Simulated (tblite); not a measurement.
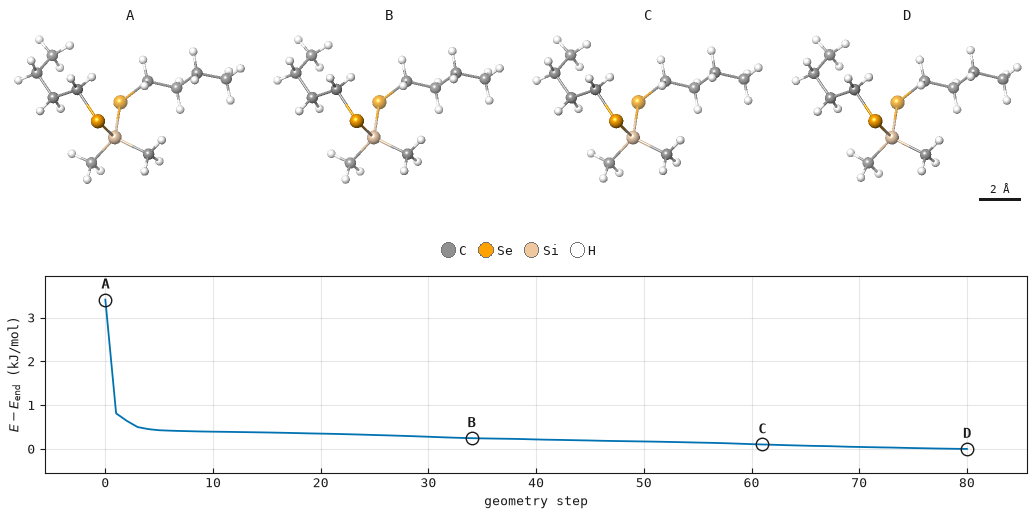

Frames of a relaxation of C10H24Se2Si, marked on the history of the run. The picture is a ball-and-stick view, seen face on.

Theory: tblite 0.8.0, GFN2-xTB geometry optimisation, gas phase. 

Describe the path.

After 80 geometry steps the energy has fallen by 3.41 kJ/mol. The atom that moves furthest after the best rigid fit is an H atom (0.21 Å). Largest moves by element: H 0.21 Å, C 0.07 Å, Se 0.03 Å, Si 0.02 Å. Some distances before and after: C–C 1.514 → 1.528 Å, C–Si 1.894 → 1.907 Å, C–H 1.105 → 1.092 Å, C–H 1.074 → 1.085 Å. From step 0 to 34: an H atom moves most (0.06 Å), energy −3.17 kJ/mol. From step 34 to 61: H atoms move most (0.08 Å), energy −0.14 kJ/mol. From step 61 to 80: H atoms move most (0.08 Å), energy −0.10 kJ/mol.
